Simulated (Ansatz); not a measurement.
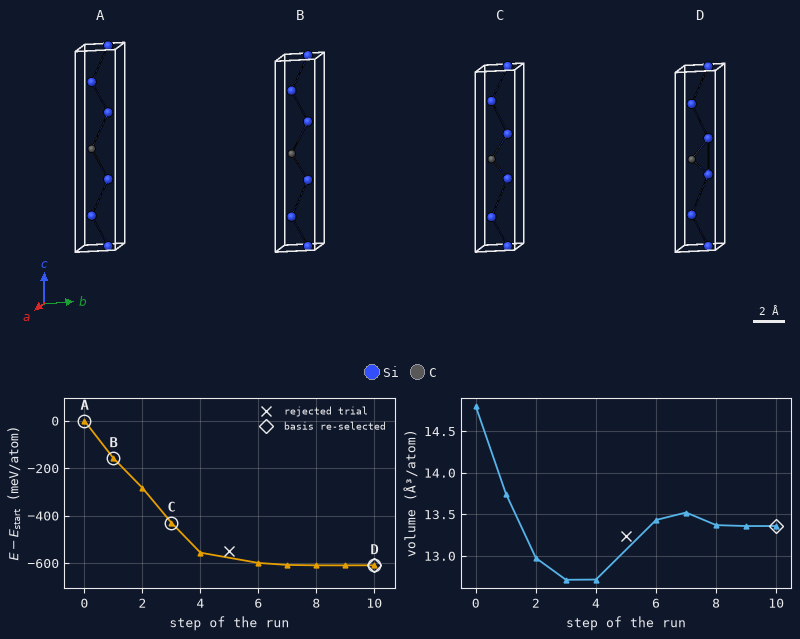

Frames of a relaxation of solid Si$_{5}$C (a generated structure, set up in P-6m2) (coarse preliminary run), marked on the history of the run. Style: ball-and-stick. Shown: the cell of the calculation, slightly off an axis.

The calculation used Ansatz 0.2.0, DFT PBE, scalar-relativistic, plane waves, PAW.

The input:
```yaml
crystal:
  lattice:
    - [2.76085735, 0.0, 0.0]
    - [-1.38042867, 2.3909726, 0.0]
    - [0.0, 0.0, 13.45136631]
  atoms:
    - { symbol: Si, position: [0.33333333, 0.66666667, 0.66666667] }
    - { symbol: Si, position: [0.33333333, 0.66666667, 0.0] }
    - { symbol: Si, position: [0.33333333, 0.66666667, 0.33333333] }
    - { symbol: Si, position: [0.66666667, 0.33333333, 0.83333333] }
    - { symbol: Si, position: [0.66666667, 0.33333333, 0.16666667] }
    - { symbol: C, position: [0.66666667, 0.33333333, 0.5] }
basis:
  ecutwfc: 420
kpoints:
  mp_grid: { grid: [6, 6, 2] }
hamiltonian:
  xc: pbe
scf:
  occupations: { method: gaussian, width: 0.1 }
  lower_state_search: "off"
output:
  forces: true
  stress: true
  eigenvalues: true
relax:
  adjacent_minimum: "off"
  f_tol: 0.04
  max_steps: 70
  cell: { stress_tol: 0.4 }
```

Launched with:
```bash
ansatz run input.yaml --threads 1 --pin off --max-ram 2560MiB --backend cpu --events-out ev --progress --plain --runs-dir out
```

Describe the path.

The largest moves relative to the cell, 0.80 Å, are those of Si1 and Si3. Si1 goes along −c. C stays in place. Cell: a = b 2.761 → 2.772 Å (+0.4 %), c 13.451 → 12.046 Å (−10.4 %). Volume −9.7 %. Near-neighbour distances that change, for instance: Si1–Si3 4.484 → 2.423 Å, Si1–C6 2.751 → 2.007 Å, Si1–Si4 2.751 → 2.974 Å, Si2–Si4 2.751 → 2.806 Å. The space group stays P-6m2 (No. 187). The energy falls by 609 meV per atom in 8 accepted moves (10 points after the start). The largest force component goes from 1.4 to 0.017 eV/Å. The pressure goes from −8.80 to −0.09 GPa. The line search rejected the trial step at point 5 of the run. At 1 point the geometry stayed and the basis and grid were re-selected for the new cell (energy shift of 0.3 meV per atom at most each time). The run took 59 s on 1 thread of Intel(R) Xeon(R) Processor @ 2.50GHz (Skylake/Cascade Lake), with other jobs on the host, peak memory 0.35 GiB. From step 0 to 1: Si atoms move most (0.18 Å), volume −7.1 %, energy −158 meV per atom. From step 1 to 3: Si atoms move most (0.35 Å), volume −7.5 %, energy −272 meV per atom. From step 3 to 10: Si atoms move most (0.28 Å), volume +5.1 %, energy −179 meV per atom.

Limits of the set-up: the k-point mesh is coarse for a cell with partly filled bands.
